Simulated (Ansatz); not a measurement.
# C2HBF2 (SMILES C#CB(F)F) at HF/def2-SVPD

Aim: the vertical singlet–triplet gap of C2HBF2 at HF/def2-SVPD, from 2 runs. 

Program for the calculation: Ansatz 0.2.0.

36 further runs of the same task are left out: 36 set aside as unsound or not needed.

## (1) The structure to begin with

The species is C2HBF2 (6 atoms), meant as a singlet with charge 0. SMILES: `C#CB(F)F`. The coordinates come from a PBE0-D4/def2-TZVP relaxation.

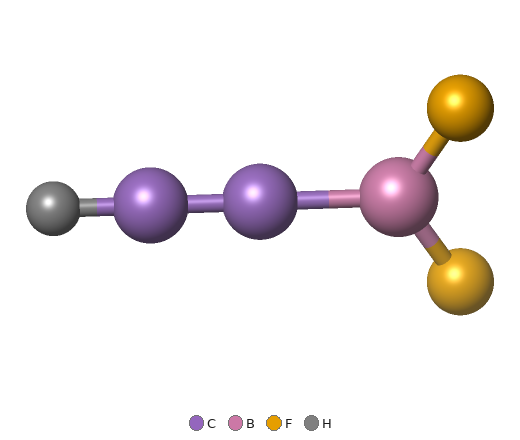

Viewed from a chosen angle; carbon purple, boron pink, fluorine amber, hydrogen grey.

## (2) The energy at HF/def2-SVPD

Contents of input.yaml:

```yaml
crystal:
  periodic: [false, false, false]
  atoms:
    - symbol: C
      position_ang: [-0.883700, 0.450800, 1.253400]
    - symbol: C
      position_ang: [-0.218600, 0.106200, 0.311700]
    - symbol: B
      position_ang: [0.622000, -0.329200, -0.878400]
    - symbol: F
      position_ang: [0.153600, -1.179500, -1.766600]
    - symbol: F
      position_ang: [1.841700, 0.131700, -1.054100]
    - symbol: H
      position_ang: [-1.473000, 0.756000, 2.087900]
basis:
  gaussian:
    orbitals: def2-SVPD
hamiltonian:
  xc: hf
accuracy: high
output: {orbitals: {seedname: orbitals}}
```

Launch:

```
ansatz run input.yaml --threads 1 --pin off --max-ram 3480MiB --events-out events.jsonl --progress --plain --runs-dir runs
```

Log:

```text
Warning: RAYON_NUM_THREADS=1 ignored (pool sized by the plan → 1); use --threads N
Functional definition: HF
  name "HF"
  exchange = exact_x
  correlation = 0
2205 factors; integrals over basis functions are off by at most 3.2e-9 eV
mean field evaluation 1: about -8153.2743 eV, gradient 3.5e1 eV
mean field evaluation 2: about -8153.3774 eV, gradient 3.5e1 eV
mean field evaluation 4: about -8155.9886 eV, gradient 3.2e0 eV
mean field evaluation 8: about -8156.0241 eV, gradient 7.3e-4 eV
mean field -8156.02405952 eV, -299.7283558356 hartree, gradient 8.7e-9 eV, S^2 0.000000; 0 other end points of the search recorded, 0 dependent functions left out
reference -8156.02405952 eV, -299.7283558356 hartree; 18, 18 occupied and 96, 96 virtual orbitals, 2205 factors
Total energy: -8156.02405952 eV, -299.7283558356 hartree
```

Run time: 4.5 s. Hardware: 1 thread of Arm Neoverse V1, shared host; peak memory 0.33 GiB.

## (3) The triplet, same level

Contents of run.yaml:

```yaml
crystal:
  periodic: [false, false, false]
  atoms:
    - symbol: C
      position_ang: [-0.883700, 0.450800, 1.253400]
    - symbol: C
      position_ang: [-0.218600, 0.106200, 0.311700]
    - symbol: B
      position_ang: [0.622000, -0.329200, -0.878400]
    - symbol: F
      position_ang: [0.153600, -1.179500, -1.766600]
    - symbol: F
      position_ang: [1.841700, 0.131700, -1.054100]
    - symbol: H
      position_ang: [-1.473000, 0.756000, 2.087900]
basis:
  gaussian:
    orbitals: def2-SVPD
magnetization:
  spin_polarized: true
  initial_magnetization: 2
hamiltonian:
  xc: hf
accuracy: high
output:
  orbitals: {seedname: orbitals}
```

Launch:

```
ansatz run run.yaml --threads 1 --pin off --max-ram 3480MiB --events-out events.jsonl --progress --plain --runs-dir runs
```

Log:

```text
Warning: RAYON_NUM_THREADS=1 ignored (pool sized by the plan → 1); use --threads N
Functional definition: HF
  name "HF"
  exchange = exact_x
  correlation = 0
2205 factors; integrals over basis functions are off by at most 3.2e-9 eV
mean field evaluation 1: about -8148.9019 eV, gradient 2.3e1 eV
mean field evaluation 2: about -8149.0096 eV, gradient 2.3e1 eV
mean field evaluation 4: about -8151.4488 eV, gradient 2.7e0 eV
mean field evaluation 8: about -8151.5222 eV, gradient 2.4e-1 eV
mean field evaluation 16: about -8151.5250 eV, gradient 2.1e-2 eV
mean field evaluation 32: about -8151.9872 eV, gradient 2.0e-8 eV
mean field evaluation 64: about -8151.9063 eV, gradient 2.6e-1 eV
mean field evaluation 96: about -8151.5963 eV, gradient 5.7e-1 eV
mean field evaluation 128: about -8151.5250 eV, gradient 7.1e-3 eV
mean field -8151.98716117 eV, -299.5800025575 hartree, gradient 2.0e-8 eV, S^2 2.017267; 4 other end points of the search recorded, 0 dependent functions left out
reference -8151.98716117 eV, -299.5800025575 hartree; 19, 17 occupied and 95, 97 virtual orbitals, 2205 factors
Total energy: -8151.98716117 eV, -299.5800025575 hartree
```

Run time: 20 s. Hardware: 1 thread of Arm Neoverse V1, shared host; peak memory 0.41 GiB.

## (4) Results

Level: HF/def2-SVPD.

| quantity | value |
| --- | --- |
| singlet: total energy | -299.72836 Eh |
| singlet: HOMO energy | -11.84 eV |
| singlet: LUMO energy | 2.03 eV |
| singlet: HOMO–LUMO gap | 13.87 eV |
| triplet: total energy | -299.58000 Eh |
| triplet: HOMO energy (highest over α and β) | -7.39 eV |
| triplet: LUMO energy (lowest over α and β) | -0.91 eV |
| triplet: ⟨S²⟩ | 2.017 |
| vertical energy of the triplet above the singlet | 4.037 eV |

At this shape the triplet lies 4.04 eV (93 kcal/mol) above the singlet.
